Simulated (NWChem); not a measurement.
# NO+ (SMILES N#[O+]): levels of theory compared

Wanted: a comparison of 4 runs (M06-L/aug-cc-pVTZ, PBE0/aug-cc-pVTZ, TPSS/aug-cc-pVTZ, r2SCAN/aug-cc-pVTZ) of NO+. 

The results are computed with NWChem 7.3.0.

### 1 Starting point

The species is NO+ (2 atoms), meant as a singlet with charge +1. SMILES: `N#[O+]`. The bond length is the measured one.

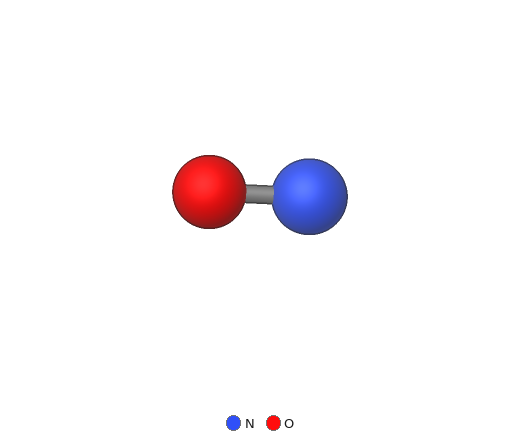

Viewed from a chosen angle; nitrogen blue, oxygen red.

### 2 Energy and forces at M06-L/aug-cc-pVTZ (run 1)

File no.nw:

```
START no
TITLE "NO M06-L"
memory total 2200 mb
charge 1

GEOMETRY units atomic noautosym nocenter noautoz
 N    0.00000000   0.00000000   0.00000000
 O    0.00000000   0.00000000   2.00919461
END

BASIS spherical bse
 * library aug-cc-pVTZ
END

DFT
 xc m06-l
 grid fine
 convergence energy 1e-08
 iterations 100
 mulliken
END

TASK dft gradient
```

Started as:

```bash
nwchem no.nw > no.out
```

Output:

```text
[...]
          Wavefunction type:  closed shell.
          No. of atoms     :     2
          No. of electrons :    14
[...]
          Charge           :     1
          Spin multiplicity:     1
[...]
          AO basis - number of functions:    92
[...]
              XC Information
              --------------
                        M06-L Method XC Functional
                         M06-L Exchange Functional  1.000
                       M06-L Correlation Potential  1.000
[...]
 d= 0,ls=0.0,diis     1   -129.4835125526 -1.57D+02  1.45D-02  1.43D+00     0.9
[...]
 d= 0,ls=0.0,diis    11   -129.5792838638 -7.98D-11  4.76D-08  1.62D-11     8.2
         Total DFT energy =     -129.579283863798
      One electron energy =     -225.322975856552
           Coulomb energy =       82.890365546983
    Exchange-Corr. energy =      -15.018538092031
 Nuclear repulsion energy =       27.871864537801
[...]
      Total Density - Mulliken Population Analysis
     ---------------------------------------------
    Atom       Charge   Shell Charges
 -----------   ------   -------------------------------------------------------
    1 N    7     6.11   1.96  0.27  1.06  0.63  0.05  0.86  1.35 -0.06 -0.01  0.03  0.04 -0.07  0.01 -0.01
    2 O    8     7.89   1.96  0.27  1.09  0.71 -0.05  1.21  1.94  0.64 -0.00  0.01  0.05  0.06  0.01  0.01
[...]
  wavefunction    = closed shell
                         DFT ENERGY GRADIENTS
    atom               coordinates                        gradient
                 x          y          z           x          y          z
   1 N       0.000000   0.000000   0.000000    0.000000  -0.000000  -0.007087
   2 O       0.000000   0.000000   2.009195   -0.000000   0.000000   0.007087
[...]
```

It took 16 s on 1 thread of Intel Xeon Platinum 8488C (Sapphire Rapids), shared host; peak memory 0.12 GiB.

### 3 Energy and forces at PBE0/aug-cc-pVTZ (run 2)

File job.xyz:

```xyz
2
NO gradient
N      0.000000     0.000000     0.000000
O      0.000000     0.000000     1.063220
```

File job.nw:

```
start job
title "NO gradient"
memory 2200 mb
charge 1

geometry units angstrom noautosym nocenter noautoz
 load format xyz job.xyz
end

basis spherical bse
 N library aug-cc-pVTZ
 O library aug-cc-pVTZ
end

dft
 xc pbe0
 grid fine
 convergence energy 1e-08
 iterations 100
 mulliken
end

task dft gradient
```

Started as:

```bash
nwchem job.nw > job.out
```

Output:

```text
[...]
          Wavefunction type:  closed shell.
          No. of atoms     :     2
          No. of electrons :    14
[...]
          Charge           :     1
          Spin multiplicity:     1
[...]
          AO basis - number of functions:    92
[...]
              XC Information
              --------------
                         PBE0 Method XC Functional
                     Hartree-Fock (Exact) Exchange  0.250
          PerdewBurkeErnzerhof Exchange Functional  0.750
            Perdew 1991 LDA Correlation Functional  1.000 local
           PerdewBurkeErnz. Correlation Functional  1.000 non-local
[...]
 d= 0,ls=0.0,diis     1   -129.3555587822 -1.57D+02  9.33D-03  1.50D+00     1.0
[...]
 d= 0,ls=0.0,diis     8   -129.4509036922 -1.54D-10  5.79D-09  3.07D-12     5.5
         Total DFT energy =     -129.450903692208
      One electron energy =     -225.169572153246
           Coulomb energy =       82.701203365858
    Exchange-Corr. energy =      -14.854401446066
 Nuclear repulsion energy =       27.871866541246
[...]
      Total Density - Mulliken Population Analysis
     ---------------------------------------------
    Atom       Charge   Shell Charges
 -----------   ------   -------------------------------------------------------
    1 N    7     6.28   1.95  0.28  1.06  0.54  0.01  0.87  1.35  0.16 -0.00  0.03  0.07 -0.03  0.01  0.00
    2 O    8     7.72   1.95  0.28  1.06  0.55 -0.01  1.23  1.91  0.64  0.00  0.01  0.05  0.04  0.00  0.01
[...]
  wavefunction    = closed shell
                         DFT ENERGY GRADIENTS
    atom               coordinates                        gradient
                 x          y          z           x          y          z
   1 N       0.000000   0.000000   0.000000    0.000000  -0.000000  -0.029332
   2 O       0.000000   0.000000   2.009194   -0.000000   0.000000   0.029332
[...]
```

Run time: 13 s. Hardware: 1 thread of Intel Xeon Platinum 8488C (Sapphire Rapids), shared host; peak memory 0.12 GiB.

Run 3 isn't shown in full; the table further down has it.

### 4 Energy and forces at r2SCAN/aug-cc-pVTZ (run 4)

File no.nw:

```
start no
title "NO"
memory 2200 mb
charge 1

geometry units angstroms noautosym nocenter noautoz
N        0.000000       0.000000       0.000000
O        0.000000       0.000000       1.063220
end

basis spherical bse
* library aug-cc-pVTZ
end

dft
xc r2scan
mult 1
grid fine
convergence energy 1e-08
iterations 100
mulliken
end

task dft gradient
```

Started as:

```bash
nwchem no.nw > no.out
```

Output:

```text
[...]
          Wavefunction type:  closed shell.
          No. of atoms     :     2
          No. of electrons :    14
[...]
          Charge           :     1
          Spin multiplicity:     1
[...]
          AO basis - number of functions:    92
[...]
              XC Information
              --------------
                      r^2SCAN Method XC Functional
               r^2SCAN metaGGA Exchange Functional  1.000
                     r^2SCAN Correlation Potential  1.000
[...]
 d= 0,ls=0.0,diis     1   -129.4311569636 -1.57D+02  1.09D-02  1.45D+00     0.9
[...]
 d= 0,ls=0.0,diis     8   -129.5265538052  1.23D-09  4.97D-07  2.05D-08     5.6
         Total DFT energy =     -129.526553805208
      One electron energy =     -225.206638791414
           Coulomb energy =       82.747445087805
    Exchange-Corr. energy =      -14.939226642845
 Nuclear repulsion energy =       27.871866541246
[...]
      Total Density - Mulliken Population Analysis
     ---------------------------------------------
    Atom       Charge   Shell Charges
 -----------   ------   -------------------------------------------------------
    1 N    7     6.27   1.96  0.27  1.05  0.56  0.02  0.87  1.35  0.13 -0.00  0.02  0.06 -0.03  0.01  0.00
    2 O    8     7.73   1.95  0.28  1.06  0.58 -0.02  1.23  1.91  0.63 -0.00  0.01  0.05  0.04  0.00  0.00
[...]
  wavefunction    = closed shell
                         DFT ENERGY GRADIENTS
    atom               coordinates                        gradient
                 x          y          z           x          y          z
   1 N       0.000000   0.000000   0.000000    0.000000  -0.000000  -0.010981
   2 O       0.000000   0.000000   2.009194   -0.000000   0.000000   0.010981
[...]
```

Run time: 13 s. Hardware: 1 thread of Intel Xeon Platinum 8488C (Sapphire Rapids), shared host; peak memory 0.12 GiB.

### 5 All runs side by side

```tsv
run	level	energy (Eh)	HOMO energy (eV)	LUMO energy (eV)	HOMO–LUMO gap (eV)	wall time
1	M06-L/aug-cc-pVTZ	-129.579284	-23.35	-14.10	9.26	16 s
2	PBE0/aug-cc-pVTZ	-129.450904	-25.31	-13.03	12.28	13 s
3	TPSS/aug-cc-pVTZ	-129.612410	-23.39	-14.39	9.00	14 s
4	r2SCAN/aug-cc-pVTZ	-129.526554	-23.72	-14.31	9.41	13 s
```

### 6 Results

| quantity | value |
| --- | --- |
| run 4: total energy | -129.52655 Eh |
| run 4: HOMO energy | -23.72 eV |
| run 4: LUMO energy | -14.31 eV |
| run 4: HOMO–LUMO gap | 9.41 eV |
| run 4: largest force on an atom | 0.565 eV/Å |

What this shows: The HOMO–LUMO gap runs from 9.00 eV (TPSS/aug-cc-pVTZ) to 12.28 eV (PBE0/aug-cc-pVTZ). Totals of different functionals can't be ranked against each other. All runs together took 56 s, the longest 16 s.
